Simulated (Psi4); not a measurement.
**C2HClF2 (SMILES FC(F)=CCl): MP2/cc-pCVDZ (density fitting, density fitting for correlation, sweep point 2)**

Aim: the vertical electron affinity of C2HClF2 at MP2/cc-pCVDZ (density fitting, density fitting for correlation, sweep point 2), from 2 runs. Input form: a Python script.

The results are computed with Psi4 1.11.

**1. Starting point**

C2HClF2: 6 atoms, total charge 0, spin state singlet. SMILES: `FC(F)=CCl`. The shape is that of a PBE0-D4/def2-TZVP optimisation.

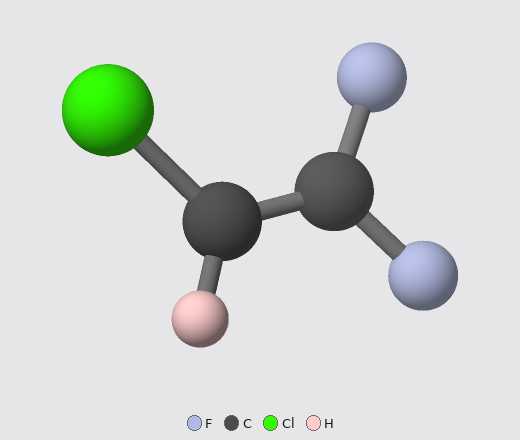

The structure, seen from a chosen angle (fluorine light blue, carbon dark grey, chlorine green, hydrogen pink).

**2. The energy at MP2/cc-pCVDZ (density fitting, density fitting for correlation, sweep point 2)**

File run.py:

```python
import psi4

psi4.set_memory(1600000000)
psi4.set_num_threads(1)
psi4.set_output_file('c2hclf2.out', False)

mol = psi4.geometry("""
0 1
F      0.901010    -0.810380     1.342040
C      0.267650    -0.562200     0.220370
F      0.192510    -1.632620    -0.522730
C     -0.218360     0.626770    -0.086550
Cl    -1.039010     0.926430    -1.552100
H     -0.103800     1.452000     0.598970
units angstrom
symmetry c1
""")

psi4.set_options({
    'basis': 'cc-pCVDZ',
    'reference': 'rhf',
    'puream': True,
    'scf_type': 'df',
    'num_frozen_docc': 0,
})

E = psi4.energy('mp2')
print(f'mp2 energy: {E:.10f} Eh')
```

Launch:

```sh
$ python run.py
```

c2hclf2.out:

```text
[...]
  Running in c1 symmetry.
[...]
  Nuclear repulsion =  213.574873883427927
[...]
  Multiplicity = 1
[...]
  Nalpha       = 24
  Nbeta        = 24
[...]
    Number of basis functions: 104
[...]
   @DF-RHF iter   1:  -734.60562740554258   -3.31375e-01   3.84473e-03 DIIS/ADIIS
[...]
   @DF-RHF iter  12:  -734.67034249082349   -7.95808e-12   5.33249e-09 DIIS
[...]
    Orbital Energies [Eh]
    ---------------------
    Doubly Occupied:
       1A   -104.855744     2A    -26.365902     3A    -26.365276
       4A    -11.447984     5A    -11.314623     6A    -10.581236
       7A     -8.048655     8A     -8.045593     9A     -8.045463
      10A     -1.728229    11A     -1.662037    12A     -1.185246
      13A     -1.043843    14A     -0.893551    15A     -0.821796
      16A     -0.780771    17A     -0.762158    18A     -0.703392
      19A     -0.682689    20A     -0.664382    21A     -0.599953
      22A     -0.527631    23A     -0.470684    24A     -0.377754
[...]
  @DF-RHF Final Energy:  -734.67034249082349
   => Energetics <=
    Nuclear Repulsion Energy =            213.5748738834279266
    One-Electron Energy =               -1440.5412456842782376
    Two-Electron Energy =                 492.2960293100268814
    Total Energy =                       -734.6703424908234865
[...]
 Multipole Moments:
 ------------------------------------------------------------------------------------
     Multipole            Electronic (a.u.)      Nuclear  (a.u.)        Total (a.u.)
 ------------------------------------------------------------------------------------
 L = 1.  Multiply by 2.5417464519 to convert [e a0] to [Debye]
 Dipole X            :          0.5389107           -0.4645792            0.0743315
 Dipole Y            :         -2.2778675            2.5935583            0.3156907
 Dipole Z            :         -0.1918634            0.5147756            0.3229122
 Magnitude           :                                                    0.4576659
[...]
```

Standard output:

```text
mp2 energy: -735.8047119038 Eh
```

Wall time 5.1 s (1 thread of Intel Xeon at 2.70GHz, shared host); peak memory 0.33 GiB.

**3. The doublet anion at the same level**

File run.py:

```python
import psi4

psi4.set_memory(1600000000)
psi4.set_num_threads(1)
psi4.set_output_file('output.dat', False)

mol = psi4.geometry("""
-1 2
F      0.901010    -0.810380     1.342040
C      0.267650    -0.562200     0.220370
F      0.192510    -1.632620    -0.522730
C     -0.218360     0.626770    -0.086550
Cl    -1.039010     0.926430    -1.552100
H     -0.103800     1.452000     0.598970
units angstrom
symmetry c1
""")

psi4.set_options(dict(basis='cc-pCVDZ', reference='uhf', puream=True, scf_type='df', num_frozen_docc=0, maxiter=100))

e, wfn = psi4.energy("mp2", return_wfn=True)
print('E =', round(e, 9))
```

Launch:

```sh
$ python run.py
```

output.dat:

```text
[...]
  Running in c1 symmetry.
[...]
  Nuclear repulsion =  213.574873883427927
[...]
  Multiplicity = 2
[...]
  Nalpha       = 25
  Nbeta        = 24
[...]
    Number of basis functions: 104
[...]
   @DF-UHF iter   1:  -734.46841411563173   -1.94162e-01   3.98787e-03 ADIIS/DIIS
[...]
   @DF-UHF iter  18:  -734.54968486899372   -2.59206e-11   7.48749e-09 DIIS
[...]
   @S^2 Observed:                7.657662610E-01
[...]
    Orbital Energies [Eh]
    ---------------------
    Alpha Occupied:
       1A   -104.617180     2A    -26.094041     3A    -26.090866
       4A    -11.086973     5A    -10.990751     6A    -10.341880
       7A     -7.808815     8A     -7.807226     9A     -7.807084
      10A     -1.459393    11A     -1.395158    12A     -0.927477
      13A     -0.772522    14A     -0.627616    15A     -0.552637
      16A     -0.545228    17A     -0.500758    18A     -0.465472
      19A     -0.419813    20A     -0.387416    21A     -0.342707
      22A     -0.303499    23A     -0.235717    24A     -0.173709
      25A      0.073966
    Alpha Virtual:
[...]
  @DF-UHF Final Energy:  -734.54968486899372
   => Energetics <=
    Nuclear Repulsion Energy =            213.5748738834279266
    One-Electron Energy =               -1453.1519639238026684
    Two-Electron Energy =                 505.0274051713809627
    Total Energy =                       -734.5496848689938361
  UHF NO Occupations:
  HONO-2 :   23  A 1.9978271
  HONO-1 :   24  A 1.9958708
[...]
 Multipole Moments:
 ------------------------------------------------------------------------------------
     Multipole            Electronic (a.u.)      Nuclear  (a.u.)        Total (a.u.)
 ------------------------------------------------------------------------------------
 L = 1.  Multiply by 2.5417464519 to convert [e a0] to [Debye]
 Dipole X            :          0.5070613           -0.4645792            0.0424820
 Dipole Y            :         -2.8027102            2.5935583           -0.2091519
 Dipole Z            :         -0.5463207            0.5147756           -0.0315451
 Magnitude           :                                                    0.2157414
[...]
```

The script printed:

```text
E = -735.674490911
```

Run time: 5.4 s. Hardware: 1 thread of Intel Xeon at 2.70GHz, shared host; peak memory 0.33 GiB.

**4. Summary of results**

Level: MP2/cc-pCVDZ (density fitting, density fitting for correlation, sweep point 2).

| quantity | value |
| --- | --- |
| singlet C2HClF2: total energy | -735.80471 Eh |
| singlet C2HClF2: HOMO energy (Hartree–Fock orbitals) | -10.28 eV |
| singlet C2HClF2: LUMO energy (Hartree–Fock orbitals) | 4.56 eV |
| singlet C2HClF2: HOMO–LUMO gap (Hartree–Fock orbitals) | 14.84 eV |
| singlet C2HClF2: correlation energy | -1134.4 mEh |
| doublet anion: total energy | -735.67449 Eh |
| doublet anion: HOMO energy (Hartree–Fock orbitals) (highest over α and β) | 2.01 eV |
| doublet anion: LUMO energy (Hartree–Fock orbitals) (lowest over α and β) | 11.01 eV |
| doublet anion: correlation energy | -1124.8 mEh |
| doublet anion: ⟨S²⟩ of the reference determinant | 0.766 |
| vertical electron affinity (to the doublet anion) | -3.543 eV |

The anion lies 3.54 eV (342 kJ/mol) above the neutral: the electron isn't bound at this level, and such a value depends on the basis. Without diffuse functions anions come out too high. The HOMO (doublet anion) lies at positive energy, 2.01 eV: the electron is unbound at this level or held by a compact basis; values depend on the basis.
